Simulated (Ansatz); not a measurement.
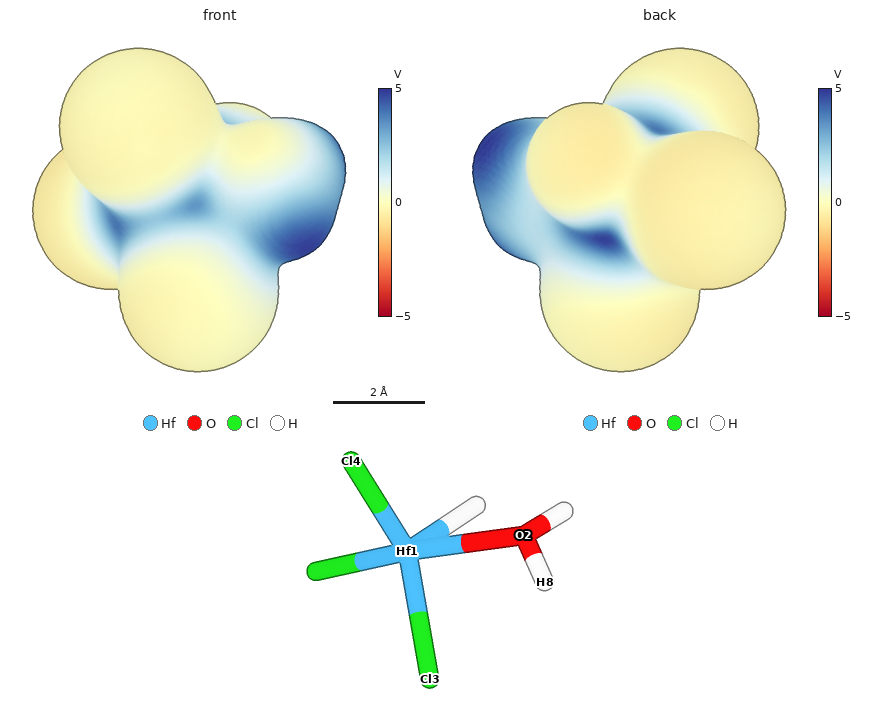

The picture shows: Cl3H3HfO. The molecular electrostatic potential painted on the density surface at 0.004 e/bohr³, seen from the front and from behind; red is negative and blue positive. The bare structure is drawn below in the same view.

The product side of a reaction path; geometry: PBE0-D4/def2-TZVP; core potentials replace the inner electrons of Hf.

The calculation used Ansatz, RKS PBE0-D4/def2-TZVPP.

Input

```
crystal:
  periodic: [false, false, false]
  atoms:
    - {symbol: Hf, position_ang: [-0.358350, 0.449244, -0.605007]}
    - {symbol: O, position_ang: [0.362057, -0.909170, 1.143569]}
    - {symbol: Cl, position_ang: [1.065371, -1.062423, -1.761705]}
    - {symbol: Cl, position_ang: [-2.557778, -0.186330, -0.142590]}
    - {symbol: Cl, position_ang: [-0.542508, 2.201135, -2.128139]}
    - {symbol: H, position_ang: [0.729921, -0.428750, 1.892049]}
    - {symbol: H, position_ang: [0.327513, 1.546783, 0.710518]}
    - {symbol: H, position_ang: [0.973873, -1.610389, 0.891405]}
basis:
  gaussian: {orbitals: def2-TZVPP}
hamiltonian: {xc: pbe0, dispersion: d4}
output: {orbitals: {seedname: orbitals}}
```

Command:

```sh
ansatz run in.yaml --threads 8 --pin off --events-out ev --progress --plain --max-ram 19148MiB
```

Describe the electrostatic potential map.

Answer. The most negative region (about −0.6 V) lies over H7, the most positive (about +4.8 V) over Hf1, H6 and H8.
